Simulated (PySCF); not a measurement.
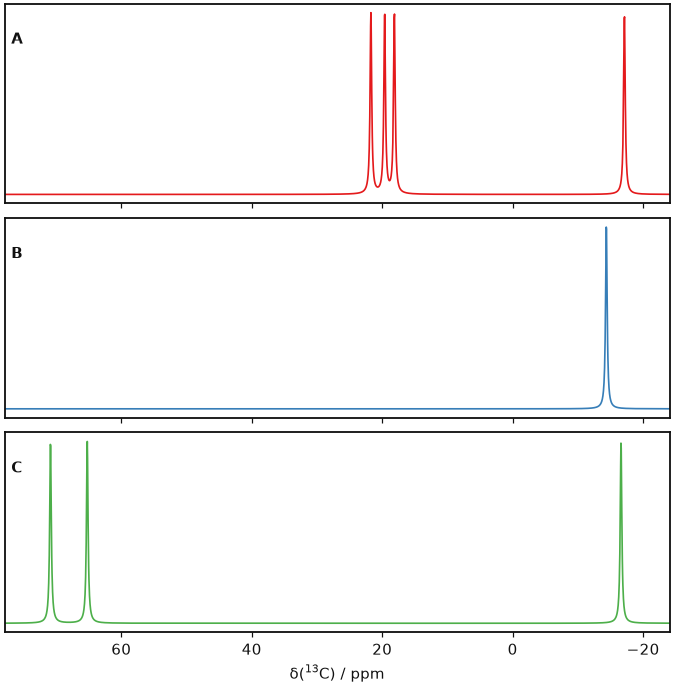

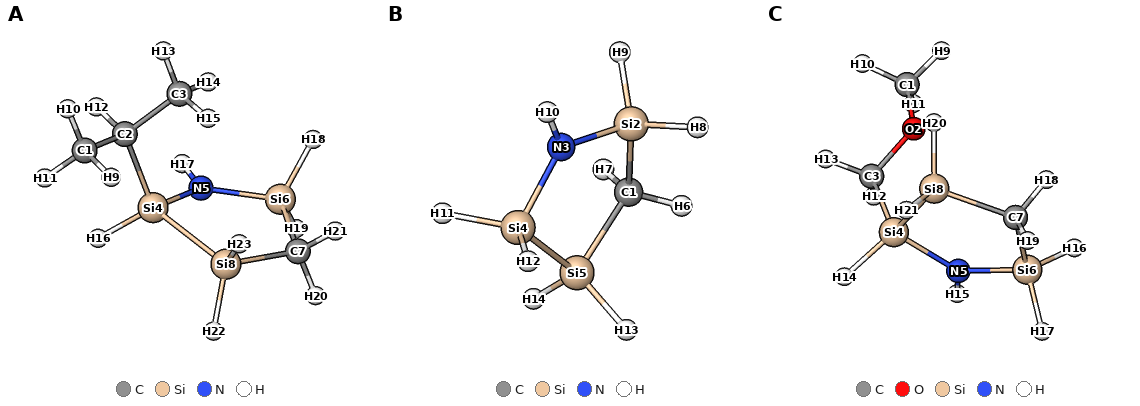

Related molecules: A is C₄H₁₅NSi₃, SMILES CC(C)[Si@H]1N[SiH2]C[SiH2]1; B is CH₉NSi₃, SMILES C1[SiH2]N[SiH2][SiH2]1; C is C₃H₁₃NOSi₃, SMILES COC[Si@H]1N[SiH2]C[SiH2]1. GIAO ¹³C shifts against TMS, PBE0/pcSseg-1 in PySCF 2.14.0, at a GFN2-xTB geometry (no frequency check); fully decoupled, line heights follow the number of nuclei within a panel, widths are arbitrary (no quadrupolar broadening); values of one conformer, averaged over nuclei that symmetry, rotation about single bonds, ring flips or inversion at nitrogen exchange, these motions taken as fast; other conformers aren't averaged in.

> Assign the ¹³C signals of each molecule.

A: 21.7 (C2); 19.6 (C3); 18.1 (C1); −17.1 (C7)
B: −14.4 (C1)
C: 70.9 (C3); 65.2 (C1); −16.6 (C7)

The order of signals that lie close, as those under 2 ppm apart, is within the error of the method.

Caveats, for all or some of the runs: the tight-binding geometry is rougher than a DFT one and adds to the error.
